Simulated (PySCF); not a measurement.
C₃H₅F₂N, SMILES `N=C(CF)CF`.

PySCF calculation, CAM-B3LYP/6-31+G*, gas phase; geometry: GFN2-xTB. No frequency check shows the geometry to be a minimum.

Input

```python
import numpy as np
from pyscf import gto, scf, dft, tdscf
from pyscf.scf import atom_ks, atom_hf
from scipy.linalg import block_diag

def solve(mol, dm0=None, hcore=None):
    mf = (dft.UKS if mol.spin else dft.RKS)(mol, xc='camb3lyp')
    mf.grids.level = 3
    mf = mf.density_fit(auxbasis='def2-universal-jkfit')
    mf.conv_tol, mf.max_cycle = 1e-8, 80
    if hcore is not None:
        mf.get_hcore = lambda *args: hcore
    mf.kernel(dm0)
    if not mf.converged:
        mf = mf.newton().run(mf.mo_coeff, mf.mo_occ, max_cycle=30)
    assert mf.converged, 'SCF not converged'
    return mf

mol = gto.M(atom='''
N     -0.55386    -1.66431     0.00717
C     -0.02427    -0.52896    -0.00094
C      1.47929    -0.43785    -0.01145
F      1.90979     0.86341     0.01140
C     -0.73836     0.80386    -0.00370
F     -2.09574     0.62224    -0.00050
H     -1.57183    -1.66422     0.01130
H      1.89799    -0.93992     0.86632
H      1.88183    -0.90116    -0.91793
H     -0.47698     1.38356     0.88843
H     -0.48038     1.37882    -0.89990
''', basis='6-31+g*', charge=0, spin=0, verbose=4)
mf = solve(mol)
td = mf.TDDFT()
td.nstates, td.singlet, td.conv_tol = 4, True, 1e-5
td.kernel()
td.analyze()
x, y = np.array([p[0] for p in td.xy]), np.array([p[1] + 0 * p[0] for p in td.xy])
f, mu = td.oscillator_strength(), td.transition_dipole()
nto = [td.get_nto(state=i + 1, verbose=4) for i in range(len(td.e))]
# spherically averaged free atoms, for the promolecule
atm = atom_ks.get_atm_nrks(mol, xc='camb3lyp')
pro = block_diag(*[(atm[a[0]][2] * atm[a[0]][3]) @ atm[a[0]][2].T for a in mol._atom])
np.savez('result.npz', e=td.e, f=f, ok=td.converged, w=[n[0] for n in nto], nto=[n[1] for n in nto], x=x, y=y, c=mf.mo_coeff, occ=mf.mo_occ, eps=mf.mo_energy, pro=pro, mu=mu)
```

Command:

```sh
OMP_NUM_THREADS=1 python input.py
```

The run took 14 min on 1 thread of Arm Neoverse V1, on a shared host, peak memory 0.75 GiB.

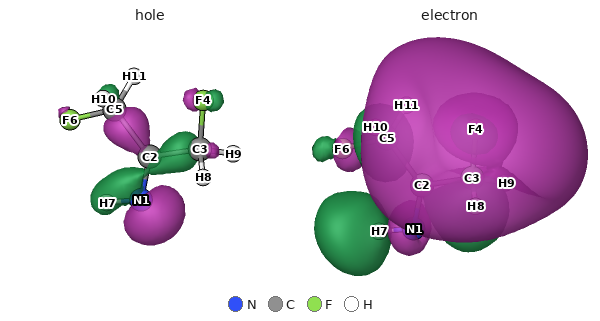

Leading natural transition orbital pair of S₃ (full linear response singlet states); the surfaces enclose about 70 % of each orbital's density.

Where does the state lie, and where do hole and electron sit?

7.74 eV (160 nm), f = 0.001 (very weak), diffuse (Rydberg-like) orbital; the leading pair carries 94 %; hole on N1 (52 %), C2 (13 %) and C5 (10 %), electron on C3 (27 %), F4 (14 %) and C2 and C5 (11 % each) (atom shares of so diffuse an orbital are rough); their centroids lie 1.8 Å apart. In canonical orbitals it is mainly HOMO → LUMO+2 (60 %). The HOMO–LUMO gap is 10.06 eV.
